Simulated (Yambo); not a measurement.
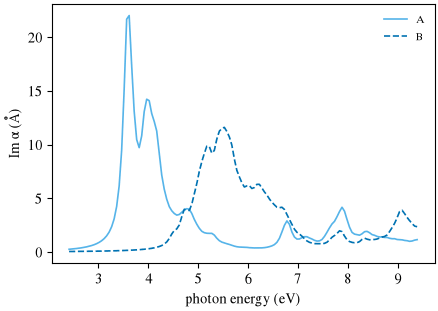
*Two computed absorption spectra of a free-standing PbI2 monolayer (symmetry P-3m1, slab cell 16.7 Å high) (Yambo, PBEsol bands with the same scissor, field along x)*

Q: Which curve includes the electron-hole attraction (BSE), and where are its main peaks?

A: Curve A: the attraction moves weight to lower energy (centre of the plotted range 4.9 eV against 6.2 eV). Its peaks lie at 3.6 eV, 4.0 eV, 4.8 eV, 7.9 eV. Settings: 12×12×1 mesh, 6 valence and 10 conduction bands, static screening with 71 bands and a 3 Ry block, scissor 1.49 eV, Tamm-Dancoff, stochastic integration of W near q = 0. The scissor comes from a G0W0 run whose convergence isn't established. Broadening 0.1 eV. The band window holds all transitions up to 10.6 eV. Fine structure above the onset can come from the mesh.

The standard potential for Pb keeps a d shell in the valence without the s and p states of that shell. In tests on such compounds this moved G0W0 gaps by up to about 0.9 eV, so absolute quasiparticle energies here are unreliable; differences between settings are what counts.

Spin-orbit coupling is not included.

Geometry relaxed with PBEsol; primitive cell a = 4.5407 Å, b = 4.5407 Å, c = 16.7000 Å, α = 90.00°, β = 90.00°, γ = 120.00°.
